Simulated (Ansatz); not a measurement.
A series of calculations on C2H3FN

**1. Relaxation**

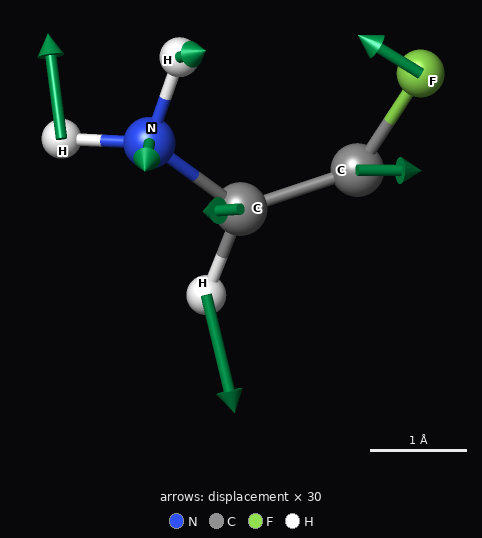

A relaxation of C2H3FN (multiplicity 2). The starting structure is drawn; green arrows show the displacements, magnified 30 times. The two geometries are superimposed by the best rigid fit.

Style: ball-and-stick. Shown at a tilt.

The run prepares an end point of a later path (torsion) calculation, from a guessed geometry.

The calculation used UKS PBE-D4/def2-SVP (Ansatz 0.2.0). Set-up: collinear spin; force threshold 0.015 eV/Å; at most 40 steps.

### Describe the change and its energy.

The energy falls by 1.31 kcal/mol in 6 accepted moves (7 points after the start). Largest force component: 2 eV/Å at the start, 0.0055 eV/Å at the end. The line search rejected the trial step at point 3 of the run. An H atom moves most after the best rigid fit: 0.043 Å. By element the largest moves are H 0.043 Å, F 0.026 Å, C 0.024 Å, N 0.019 Å. Among the contacts that change: C–C 1.317 → 1.350 Å, C–H 1.079 → 1.101 Å, H–N 1.010 → 1.026 Å, C–F 1.337 → 1.332 Å. Among the angles between lasting bonds that change: H–N–H 112.5° → 110.3°.

**2. Relaxation**

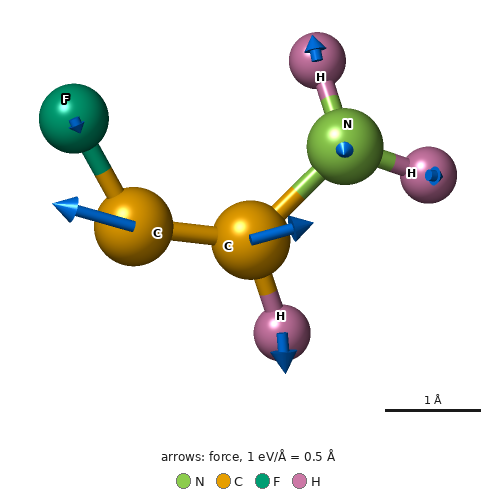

Starting geometry of C2H3FN (multiplicity 2) with the computed forces as blue arrows. A ball-and-stick model, seen at a tilt.

The run prepares an end point of a later path (torsion) calculation, from a guessed geometry.

Level of theory: Ansatz, UKS PBE-D4/def2-SVP. (collinear spin; force threshold 0.015 eV/Å; at most 40 steps)

Is this structure relaxed? If not, where do the atoms go?

Answer. It isn't relaxed: the largest force vector, on a C atom, is 1.85 eV/Å. The final displacements have little in common with the starting forces (cosine between the two patterns 0.05). An H atom moves most after the best rigid fit: 0.46 Å. By element the largest moves are H 0.46 Å, C 0.18 Å, F 0.17 Å, N 0.09 Å. Some distances before and after: C–C 1.317 → 1.350 Å, C–H 1.079 → 1.101 Å, H–N 1.011 → 1.026 Å, C–F 1.337 → 1.332 Å. Bond angles that change, for instance: H–N–H 112.5° → 110.2°. Groups turn about C–N by about 40°. The energy falls by 3.22 kcal/mol in 10 geometry steps. Largest force component: 1.3 eV/Å at the start, 0.013 eV/Å at the end.

**3. Path**

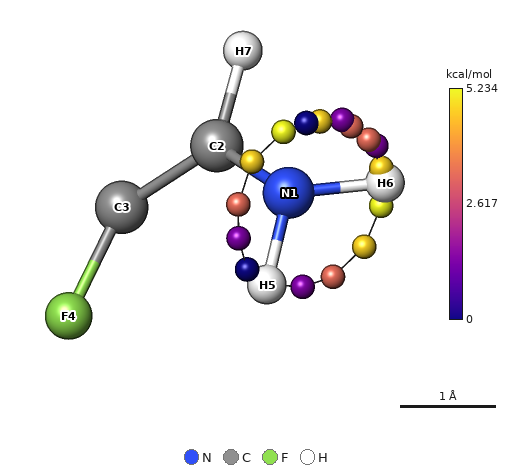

NEB run on C$_{2}$H$_{3}$FN (multiplicity 2). Images are numbered from 0 (start) to 8 (end). The start is drawn whole; smaller spheres mark the moving atoms (H) in the later images, joined by lines and coloured by the energy of the image relative to the start. Style: ball-and-stick. Shown at a tilt.

All numbers below come from UKS PBE-D4/def2-SVP in Ansatz. Settings: 7 movable images; climbing image; force threshold 0.05 eV/Å; iteration limit 58; starting path through a guess of the saddle point.

Q: What moves, how far, and at what cost in energy?

A: The motion is a rotation about the N1–C2 bond by about 225°. No bond forms or breaks between the ends. Bond angles that change up to the highest image, for instance: N1–C2–H7 116.4° → 122.9°, N1–C2–C3 125.9° → 120.9°. The two ends have the same energy, and the highest point, image 4, lies 5.23 kcal/mol above the start. The band converged in 13 iterations. The largest component of the band force went from 180 to 0.045 eV/Å. The climbing image converged on the top of the path. Its vibrational analysis gives one imaginary mode (157i cm⁻¹), as a transition state must have.

The run took 4 min on 1 thread of Arm Neoverse V2, on a shared host, peak memory 0.14 GiB.
